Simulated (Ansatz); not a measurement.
## Molecular dynamics, with input and output: AlH₃O₃ (part 2 of 2)

The same run, continued: AlH₃O₃; RKS B3LYP-D4/def2-SVP (Ansatz 0.2.0). One setting was made poor on purpose. It belongs to a series of runs on one base structure; here: dynamics from the start.

Geometry of the input (Å):
```
Al 0.0184  -0.2825  0.0870
O  -0.0950  -0.0592  1.7640
H  -0.8879  0.0106  2.2988
O  1.5909  -0.3074  -0.5463
H  1.7793  -0.4581  -1.4763
O  -1.2952  -0.4735  -0.9758
H  -2.2297  -0.5099  -0.7608
```

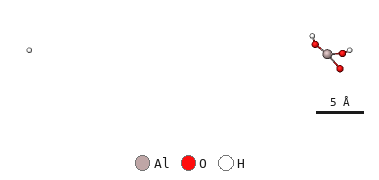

Fig. 1: The geometry at step 26 of the log (ball-and-stick view, seen on its broad side).

## Trajectory as extended XYZ, continued
```
7
Properties=species:S:1:pos:R:3:forces:R:3 step=11 time_fs=22.0 energy=-12780.65605 temperature=1385.6
Al   -0.0912   -0.3612    0.1529   -0.2974   0.5266  -0.6788
O     0.0859   -0.0346    1.8150    0.5109  -1.2750  -1.9752
H    -0.3833    0.3966    2.4798   -1.2716   1.0069   1.6474
O     1.4778   -0.2120   -0.4667    1.8466  -2.0334  -4.5174
H     1.6262   -0.8899   -2.0345   -0.6758   1.9115   4.4334
O    -1.2072   -0.4795   -1.1638   -0.3739   0.0891   0.9544
H    -2.1197   -0.1673   -1.2369    0.2613  -0.2257   0.1362
7
Properties=species:S:1:pos:R:3:forces:R:3 step=12 time_fs=24.0 energy=-12779.90040 temperature=246.9
Al   -0.0986   -0.3634    0.1572   -0.4023   0.5187  -0.9885
O     0.0980   -0.0371    1.8126   -1.9901   1.2016   2.0796
H    -0.4036    0.4600    2.5558    1.2850  -1.4715  -2.2143
O     1.4743   -0.2063   -0.4577    1.7677  -1.7474  -3.8907
H     1.6234   -0.9390   -2.1603   -0.5736   1.6345   3.8338
O    -1.2034   -0.4798   -1.1720    0.5026  -0.2011   1.1167
H    -2.0955   -0.1686   -1.2744   -0.5892   0.0652   0.0636
7
Properties=species:S:1:pos:R:3:forces:R:3 step=13 time_fs=26.0 energy=-12780.04011 temperature=443.8
Al   -0.1066   -0.3649    0.1600   -0.0711   0.5742  -1.0201
O     0.1052   -0.0367    1.8152   -1.7367   0.9633   1.6228
H    -0.3748    0.4671    2.5472    0.9819  -1.2439  -1.8038
O     1.4750   -0.2049   -0.4581    1.4674  -1.8268  -3.9196
H     1.5987   -0.9255   -2.1393   -0.5222   1.6776   3.9422
O    -1.1983   -0.4805   -1.1775    0.0656  -0.0731   1.0476
H    -2.0939   -0.1674   -1.3094   -0.1849  -0.0712   0.1308
7
Properties=species:S:1:pos:R:3:forces:R:3 step=14 time_fs=28.0 energy=-12780.93794 temperature=1918.2
Al   -0.1146   -0.3655    0.1614    0.6247   0.6832  -0.8136
O     0.1083   -0.0340    1.8216    1.1187  -2.3134  -3.3861
H    -0.3083    0.4266    2.4694   -2.0172   2.0178   2.9726
O     1.4793   -0.2079   -0.4680    0.9321  -2.2790  -4.6558
H     1.5539   -0.8478   -1.9675   -0.4639   2.0482   4.7765
O    -1.1932   -0.4814   -1.1804   -0.6916   0.1456   0.8413
H    -2.0994   -0.1690   -1.3395    0.4971  -0.3024   0.2652
7
Properties=species:S:1:pos:R:3:forces:R:3 step=15 time_fs=30.0 energy=-12783.44620 temperature=5509.9
Al   -0.1218   -0.3652    0.1616    1.3849   0.8724  -0.7283
O     0.1141   -0.0368    1.8199   -0.6450  -0.3456  -0.5115
H    -0.3191    0.4633    2.5054   -0.2914   0.0461   0.1780
O     1.4859   -0.2163   -0.4891   -0.1629  -2.7355  -5.1779
H     1.4915   -0.6918   -1.6127   -0.0531   2.3289   5.2409
O    -1.1896   -0.4820   -1.1814   -0.2658  -0.0206   0.8272
H    -2.0858   -0.1821   -1.3594    0.0334  -0.1457   0.1718
7
Properties=species:S:1:pos:R:3:forces:R:3 step=16 time_fs=32.0 energy=-12772.81001 temperature=34810.0
Al   -0.1270   -0.3636    0.1608    1.9131   1.1284  -0.3535
O     0.1184   -0.0405    1.8170   -1.9631   1.2497   1.7348
H    -0.3410    0.5018    2.5483    1.0292  -1.5696  -2.0267
O     1.4920   -0.2315   -0.5228    8.6995  34.9873  89.7776
H     1.4271   -0.4459   -1.0560   -9.5971 -35.6315 -90.0990
O    -1.1868   -0.4826   -1.1803    0.5736  -0.2395   0.9745
H    -2.0710   -0.2008   -1.3727   -0.6551   0.0752  -0.0077
7
Properties=species:S:1:pos:R:3:forces:R:3 step=17 time_fs=34.0 energy=-12776.70314 temperature=209812.3
Al   -0.1294   -0.3604    0.1595    1.0548   0.7654  -0.6619
O     0.1178   -0.0412    1.8183   -1.2035   0.0956   0.4769
H    -0.3235    0.4802    2.5136    0.2826  -0.4176  -0.5666
O     1.5191   -0.1622   -0.3400   -0.0593  -0.4182  -0.5263
H     0.9955   -1.5643   -3.9493    0.0575   0.1271   0.3379
O    -1.1825   -0.4838   -1.1769   -0.1825  -0.0595   0.8042
H    -2.0813   -0.2166   -1.3863    0.0503  -0.0928   0.1358
7
Properties=species:S:1:pos:R:3:forces:R:3 step=18 time_fs=36.0 energy=-12776.16186 temperature=208619.4
Al   -0.1304   -0.3561    0.1572    1.1343   0.7857  -0.3463
O     0.1144   -0.0416    1.8207    0.7251  -2.6113  -2.9198
H    -0.2952    0.4426    2.4571   -1.8602   2.2897   3.0146
O     1.5461   -0.0939   -0.1584    0.0251  -0.2971  -0.5704
H     0.5661   -2.6779   -6.8298    0.0027   0.0104   0.0274
O    -1.1787   -0.4851   -1.1716   -0.5840   0.0492   0.5696
H    -2.0896   -0.2360   -1.3948    0.5569  -0.2266   0.2251
7
Properties=species:S:1:pos:R:3:forces:R:3 step=19 time_fs=38.0 energy=-12776.07848 temperature=208397.9
Al   -0.1297   -0.3507    0.1545    1.4665   0.8282  -0.4524
O     0.1128   -0.0483    1.8161   -1.8867   0.3901   1.6121
H    -0.3381    0.4927    2.5161    0.6817  -0.7019  -1.0313
O     1.5732   -0.0263    0.0219   -0.2809  -0.3455  -0.8053
H     0.1368   -3.7911   -9.7091    0.0011   0.0044   0.0118
O    -1.1763   -0.4863   -1.1648    0.1831  -0.1381   0.6358
H    -2.0766   -0.2641   -1.3946   -0.1647  -0.0372   0.0294
7
Properties=species:S:1:pos:R:3:forces:R:3 step=20 time_fs=40.0 energy=-12775.78724 temperature=207987.9
Al   -0.1270   -0.3441    0.1511    2.1560   0.9760  -0.3034
O     0.1066   -0.0541    1.8153   -2.6136   1.0452   2.8588
H    -0.3549    0.5159    2.5356    1.2316  -1.3747  -1.9026
O     1.5996    0.0404    0.2002   -0.8200  -0.4782  -1.1755
H    -0.2925   -4.9042  -12.5881    0.0005   0.0026   0.0070
O    -1.1734   -0.4879   -1.1566    0.6276  -0.2224   0.6132
H    -2.0699   -0.2936   -1.3932   -0.5821   0.0515  -0.0976
7
Properties=species:S:1:pos:R:3:forces:R:3 step=21 time_fs=42.0 energy=-12775.59793 temperature=207621.7
Al   -0.1211   -0.3361    0.1473    2.9765   1.1937   0.2624
O     0.0941   -0.0574    1.8215   -1.5559  -0.8976   0.6219
H    -0.3246    0.4864    2.4822   -0.1836   0.5063   0.4925
O     1.6239    0.1060    0.3756   -1.2910  -0.6331  -1.7282
H    -0.7217   -6.0171  -15.4667    0.0003   0.0018   0.0049
O    -1.1691   -0.4899   -1.1469   -0.2852  -0.0464   0.1948
H    -2.0855   -0.3211   -1.3957    0.3389  -0.1248   0.1517
7
Properties=species:S:1:pos:R:3:forces:R:3 step=22 time_fs=44.0 energy=-12775.14635 temperature=207040.8
Al   -0.1110   -0.3264    0.1438    3.5496   1.4005   0.8155
O     0.0778   -0.0629    1.8292   -0.5718  -2.9706  -1.5470
H    -0.3012    0.4764    2.4477   -1.5064   2.4927   2.7849
O     1.6452    0.1701    0.5469   -1.5828  -0.7663  -2.3165
H    -1.1510   -7.1300  -18.3452    0.0002   0.0014   0.0037
O    -1.1654   -0.4921   -1.1367   -0.3847  -0.0283   0.0666
H    -2.0882   -0.3533   -1.3923    0.4958  -0.1293   0.1928
7
Properties=species:S:1:pos:R:3:forces:R:3 step=23 time_fs=46.0 energy=-12774.82449 temperature=206528.8
Al   -0.0958   -0.3147    0.1415    3.6445   1.5518   1.0113
O     0.0602   -0.0755    1.8331   -3.0613   0.7183   2.9671
H    -0.3356    0.5617    2.5198    0.8755  -1.2732  -1.4755
O     1.6627    0.2323    0.7126   -1.7207  -0.8786  -2.7822
H    -1.5802   -8.2428  -21.2235    0.0002   0.0011   0.0029
O    -1.1626   -0.4944   -1.1263    0.6744  -0.1147   0.3491
H    -2.0718   -0.3906   -1.3815   -0.4127  -0.0048  -0.0728
7
Properties=species:S:1:pos:R:3:forces:R:3 step=24 time_fs=48.0 energy=-12774.38724 temperature=205887.9
Al   -0.0754   -0.3008    0.1407    3.4997   1.6369   1.3398
O     0.0351   -0.0863    1.8442   -3.3622   1.2485   3.4551
H    -0.3364    0.5984    2.5354    1.0351  -1.8989  -2.0016
O     1.6760    0.2924    0.8716   -1.6482  -0.9183  -3.1515
H    -2.0094   -9.3556  -24.1018    0.0002   0.0009   0.0024
O    -1.1583   -0.4969   -1.1151    0.8114  -0.0517   0.3978
H    -2.0712   -0.4280   -1.3735   -0.3361  -0.0174  -0.0419
7
Properties=species:S:1:pos:R:3:forces:R:3 step=25 time_fs=50.0 energy=-12774.16043 temperature=205446.5
Al   -0.0500   -0.2845    0.1417    3.2118   1.6628   1.8298
O     0.0020   -0.0942    1.8636   -2.1889  -1.5789   0.3537
H    -0.2976    0.5623    2.4744   -0.3181   0.8046   0.7192
O     1.6853    0.3502    1.0229   -1.4478  -0.8780  -3.4100
H    -2.4386  -10.4683  -26.9799    0.0001   0.0007   0.0020
O    -1.1519   -0.4996   -1.1029    0.1675   0.0400   0.2597
H    -2.0835   -0.4661   -1.3672    0.5754  -0.0511   0.2456
7
Properties=species:S:1:pos:R:3:forces:R:3 step=26 time_fs=52.0 energy=-12773.74042 temperature=204942.6
Al   -0.0200   -0.2659    0.1454    2.6831   1.6262   2.1105
O    -0.0364   -0.1059    1.8839   -1.3346  -4.1662  -2.1377
H    -0.2710    0.5570    2.4409   -1.1366   3.3182   2.7930
O     1.6912    0.4060    1.1661   -1.3018  -0.8514  -3.5101
H    -2.8678  -11.5810  -29.8579    0.0001   0.0006   0.0016
O    -1.1452   -0.5022   -1.0901    0.7313   0.0948   0.5389
H    -2.0738   -0.5061   -1.3514    0.3583  -0.0223   0.2038
7
Properties=species:S:1:pos:R:3:forces:R:3 step=27 time_fs=54.0 energy=-12773.51006 temperature=204613.1
Al    0.0138   -0.2449    0.1521    1.9599   1.5426   2.0431
O    -0.0781   -0.1276    1.8990   -2.7103   1.4396   2.2864
H    -0.2879    0.6787    2.5143    0.5124  -2.2989  -1.8331
O     1.6939    0.4597    1.3008   -1.2182  -0.8649  -3.4693
H    -3.2970  -12.6937  -32.7359    0.0001   0.0005   0.0013
O    -1.1367   -0.5045   -1.0760    1.9568   0.2257   0.9912
H    -2.0504   -0.5470   -1.3278   -0.5007  -0.0445  -0.0197
7
Properties=species:S:1:pos:R:3:forces:R:3 step=28 time_fs=56.0 energy=-12773.22933 temperature=204208.6
Al    0.0505   -0.2217    0.1618    1.3070   1.4447   2.2410
O    -0.1262   -0.1458    1.9196   -2.4230   2.0560   2.1696
H    -0.2852    0.7125    2.5176    0.4814  -2.9253  -2.1505
O     1.6936    0.5113    1.4271   -1.1642  -0.8558  -3.4241
H    -3.7262  -13.8063  -35.6139    0.0001   0.0004   0.0011
O    -1.1235   -0.5063   -1.0595    1.7774   0.2967   1.0034
H    -2.0461   -0.5896   -1.3050    0.0214  -0.0166   0.1595
7
Properties=species:S:1:pos:R:3:forces:R:3 step=29 time_fs=58.0 energy=-12773.22190 temperature=204056.5
Al    0.0890   -0.1965    0.1746    0.6881   1.2902   2.6641
O    -0.1803   -0.1591    1.9455   -1.5510  -2.0992  -1.3339
H    -0.2640    0.6342    2.4385   -0.0967   1.2800   0.7629
O     1.6906    0.5609    1.5452   -1.1743  -0.8529  -3.4249
H    -4.1554  -14.9190  -38.4918    0.0001   0.0003   0.0009
O    -1.1059   -0.5074   -1.0406    1.4116   0.3036   0.9544
H    -2.0410   -0.6329   -1.2760    0.7221   0.0780   0.3765
7
Properties=species:S:1:pos:R:3:forces:R:3 step=30 time_fs=60.0 energy=-12772.91267 temperature=203787.3
Al    0.1285   -0.1694    0.1913    0.0287   1.0559   2.9271
O    -0.2380   -0.1775    1.9681   -1.2732  -5.3246  -3.5519
H    -0.2466    0.6049    2.3886    0.0400   4.6383   2.5690
O     1.6847    0.6083    1.6550   -1.2231  -0.8717  -3.3933
H    -4.5846  -16.0316  -41.3696    0.0001   0.0003   0.0007
O    -1.0850   -0.5077   -1.0194    2.2313   0.4909   1.1826
H    -2.0083   -0.6731   -1.2327    0.1962   0.0110   0.2658
7
Properties=species:S:1:pos:R:3:forces:R:3 step=31 time_fs=62.0 energy=-12772.79355 temperature=203704.4
Al    0.1680   -0.1408    0.2121   -0.6069   0.8379   3.0828
O    -0.2989   -0.2087    1.9822   -0.7761   2.6235   0.3053
H    -0.2276    0.7532    2.4370    0.0052  -3.2505  -1.5515
O     1.6759    0.6537    1.7566   -1.2624  -0.8284  -3.2917
H    -5.0138  -17.1442  -44.2475    0.0001   0.0002   0.0006
O    -1.0587   -0.5069   -0.9954    3.0673   0.7500   1.2946
H    -1.9680   -0.7129   -1.1791   -0.4272  -0.1328   0.1599
7
Properties=species:S:1:pos:R:3:forces:R:3 step=32 time_fs=64.0 energy=-12772.55791 temperature=203377.7
Al    0.2067   -0.1110    0.2373   -1.1610   0.5390   3.3623
O    -0.3616   -0.2335    1.9970    0.0041   3.4990   0.1031
H    -0.2084    0.7771    2.4261   -0.2091  -3.9418  -1.6163
O     1.6640    0.6971    1.8502   -1.3953  -0.8208  -3.2192
H    -5.4430  -18.2569  -47.1253    0.0001   0.0002   0.0005
O    -1.0250   -0.5042   -0.9682    2.4036   0.6702   1.0233
H    -1.9441   -0.7578   -1.1195    0.3577   0.0542   0.3462
7
Properties=species:S:1:pos:R:3:forces:R:3 step=33 time_fs=66.0 energy=-12772.80323 temperature=203586.7
Al    0.2437   -0.0804    0.2674   -1.6145   0.1590   3.5673
O    -0.4243   -0.2500    2.0121    0.1914   0.5604  -1.7426
H    -0.1972    0.6499    2.3532    0.0611  -0.6289   0.2014
O     1.6488    0.7385    1.9362   -1.4498  -0.9169  -3.2694
H    -5.8722  -19.3695  -50.0031    0.0001   0.0002   0.0005
O    -0.9855   -0.5000   -0.9385    2.0176   0.6171   0.8213
H    -1.9065   -0.8007   -1.0466    0.7941   0.2092   0.4215
7
Properties=species:S:1:pos:R:3:forces:R:3 step=34 time_fs=68.0 energy=-12772.30457 temperature=203309.8
Al    0.2784   -0.0496    0.3026   -1.9899  -0.2041   3.6142
O    -0.4865   -0.2650    2.0230   -2.1090  -6.9333  -4.8629
H    -0.1837    0.4987    2.2881    2.7031   7.2375   3.5132
O     1.6300    0.7777    2.0142   -1.4064  -1.0129  -3.3403
H    -6.3013  -20.4821  -52.8809    0.0001   0.0002   0.0004
O    -0.9412   -0.4942   -0.9069    2.6813   0.9224   0.7036
H    -1.8386   -0.8355   -0.9575    0.1210  -0.0098   0.3719
7
Properties=species:S:1:pos:R:3:forces:R:3 step=35 time_fs=70.0 energy=-12772.57632 temperature=203760.2
Al    0.3102   -0.0191    0.3429   -2.3067  -0.4222   3.9111
O    -0.5538   -0.2968    2.0221    2.3905   3.0018  -1.2797
H    -0.0667    0.6245    2.3572   -0.9660  -2.5344  -0.1812
O     1.6079    0.8145    2.0841   -1.8082  -1.0098  -3.2486
H    -6.7305  -21.5947  -55.7586    0.0000   0.0001   0.0003
O    -0.8903   -0.4863   -0.8736    2.8422   1.0963   0.3908
H    -1.7659   -0.8707   -0.8543   -0.1518  -0.1318   0.4072
7
Properties=species:S:1:pos:R:3:forces:R:3 step=36 time_fs=72.0 energy=-12772.25572 temperature=203324.6
Al    0.3388    0.0108    0.3888   -2.4456  -0.5477   4.2072
O    -0.6154   -0.3214    2.0181    3.3231   3.6056  -0.8573
H     0.0134    0.6534    2.4195   -0.9296  -2.9156  -0.6676
O     1.5814    0.8488    2.1462   -2.4338  -1.1127  -3.1481
H    -7.1597  -22.7072  -58.6364    0.0000   0.0001   0.0003
O    -0.8326   -0.4756   -0.8393    1.7948   0.6936   0.1074
H    -1.6991   -0.9110   -0.7354    0.6911   0.2767   0.3581
7
Properties=species:S:1:pos:R:3:forces:R:3 step=37 time_fs=74.0 energy=-12772.38626 temperature=203501.2
Al    0.3638    0.0399    0.4408   -2.3946  -0.5587   4.2888
O    -0.6689   -0.3372    2.0121    3.7419   3.1968  -0.7061
H     0.0577    0.5702    2.4561   -0.9591  -2.2095  -0.5453
O     1.5490    0.8804    2.2008   -2.6113  -1.3569  -3.1881
H    -7.5888  -23.8198  -61.5141    0.0000   0.0001   0.0003
O    -0.7706   -0.4633   -0.8048    1.3037   0.4661  -0.0644
H    -1.6058   -0.9406   -0.6028    0.9195   0.4621   0.2148
7
Properties=species:S:1:pos:R:3:forces:R:3 step=38 time_fs=76.0 energy=-12772.76273 temperature=204070.6
Al    0.3855    0.0683    0.4988   -2.1899  -0.3855   4.1792
O    -0.7134   -0.3453    2.0044    4.0603   2.5839  -0.5192
H     0.0651    0.4022    2.4718   -1.6288  -1.4489  -0.1633
O     1.5104    0.9088    2.2476   -2.1642  -1.5813  -3.3848
H    -8.0180  -24.9324  -64.3918    0.0000   0.0001   0.0003
O    -0.7055   -0.4499   -0.7704    1.6097   0.6574  -0.3284
H    -1.4774   -0.9526   -0.4620    0.3129   0.1743   0.2162
7
Properties=species:S:1:pos:R:3:forces:R:3 step=39 time_fs=78.0 energy=-12773.21620 temperature=204728.8
Al    0.4040    0.0960    0.5629   -1.9006   0.0185   4.0946
O    -0.7481   -0.3472    1.9954    3.2060   1.0990  -0.9426
H     0.0102    0.1787    2.4807   -1.5688  -0.2694   0.7655
O     1.4665    0.9334    2.2863   -1.3436  -1.5298  -3.6161
H    -8.4472  -26.0450  -67.2696    0.0000   0.0001   0.0002
O    -0.6364   -0.4349   -0.7368    1.5079   0.5587  -0.3504
H    -1.3369   -0.9579   -0.3129    0.0990   0.1230   0.0488
7
Properties=species:S:1:pos:R:3:forces:R:3 step=40 time_fs=80.0 energy=-12773.49531 temperature=205234.6
Al    0.4197    0.1238    0.6328   -1.2816   0.4216   3.9597
O    -0.7751   -0.3464    1.9842   -1.4655  -0.6233  -4.0853
H    -0.1048   -0.0551    2.5192    2.8220   0.9865   4.2484
O     1.4193    0.9542    2.3162   -1.3311  -1.2508  -3.7946
H    -8.8764  -27.1576  -70.1473    0.0000   0.0001   0.0002
O    -0.5637   -0.4186   -0.7041    0.9440   0.0055   0.3226
H    -1.1927   -0.9585   -0.1619    0.3121   0.4604  -0.6510
```

## Results in brief

- outcome: finished
- mean temperature over the second half: 204796 K
- trajectory: 40 steps, 80 fs
- ensemble: nve
- temperature in the input: 1000.0 K
- time step: 2.0 fs
- potential energy (last step): −12773.4957 eV
- mean-field energy (last step): −12773.3589 eV
- largest force (length of the vector) (last step): 5.195 eV/Å
- wall time: 95 s
- peak memory: 0.15 GiB

## Notes

A deliberately poor setting: time step. So short a trajectory is not equilibrated. The integration failed: the conserved energy drifts or the temperature runs away, so the later frames and the averages aren't results; the time step is too long for this system.
